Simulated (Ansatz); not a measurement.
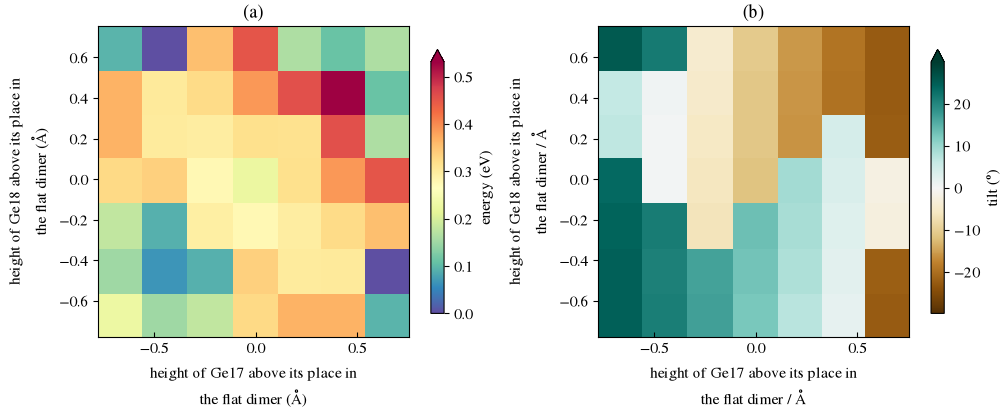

A Ge(100) slab cut from the Fd-3m phase, its lower face capped with 8 H atoms (28 atoms in the cell). 
- Two atoms of the surface dimers are held at set heights.
- Coordinates scanned: (1) height of Ge17 above its place in the flat dimer; (2) height of Ge18 above its place in the flat dimer.
- Relaxed at each point: all atoms of the upper layers, but for the two heights.
- The scan uses a 7 × 7 grid; 28 points were computed and 21 follow by symmetry.
- Points are written as (first, second).
- Energies: eV, counted from the lowest grid point.
- The calculation used DFT LDA, scalar-relativistic, plane waves, PAW in Ansatz 0.2.0. Settings: cutoff 420 eV, k-mesh 3×3×1, gaussian smearing 0.05 eV, no spin polarisation.

Panel (a) is the energy and panel (b) the computed tilt on the same grid.

The picture shows one coloured cell a grid point, one colour for all values above the top of the scale.

Q: How does the tilt vary over the map, and what is it at the lowest grid point?

A: It runs from −22.7 ° at (0.647 Å, 0.647 Å) to 25.7 ° at (−0.669 Å, 0.647 Å). At the lowest grid point, (−0.453 Å, 0.647 Å), it is 21.4 °. That point lies on the edge of the scan.
